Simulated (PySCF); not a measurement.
```tsv
atom	x (Å)	y (Å)	z (Å)
O	-0.8886	0.1079	0.2328
B	-1.9693	-0.6495	0.0828
As	1.9280	-0.1106	0.3224
H	-1.0255	1.0564	0.2698
H	-1.7874	-1.8045	0.0422
H	-3.0490	-0.1840	-0.0058
H	1.7495	1.3624	0.5290
H	1.6650	0.0802	-1.1340
H	3.3909	0.1476	0.0628
```

Geometry: GFN2-xTB; at this geometry the atoms fall into two loosely joined parts.

Computed with PBE0/def2-SVPD, SCF density, gas phase in PySCF 2.14.0.

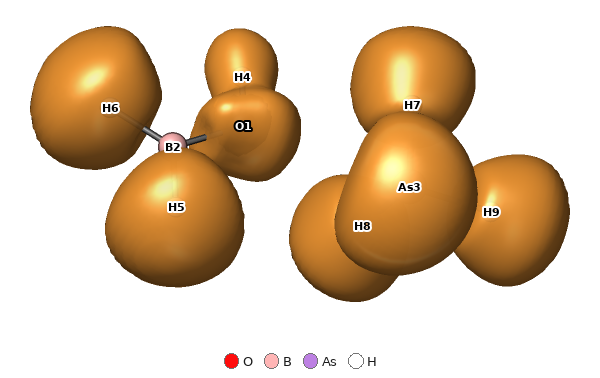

AsBH$_{6}$O. Isosurface of the ELF at 0.75 (orange), seen at a tilt. Core shells and regions of very low density are left out.

### Where are the electrons localised?

The surface consists of five regions around hydrogen nuclei, one lobe on As, pointing away from the bonds (lone pairs) and one joined region spread over several atoms (H, O), in which their bonds and any lone pairs are merged. Along the contacts the grid gives the following. B–O (1.33 Å): the ELF peaks at about 0.90 between the atoms; a short, strongly polar bond. O–H (0.96 Å): the ELF climbs to about 1 towards the hydrogen, as it does in any bond to H (a covalent bond by its length).
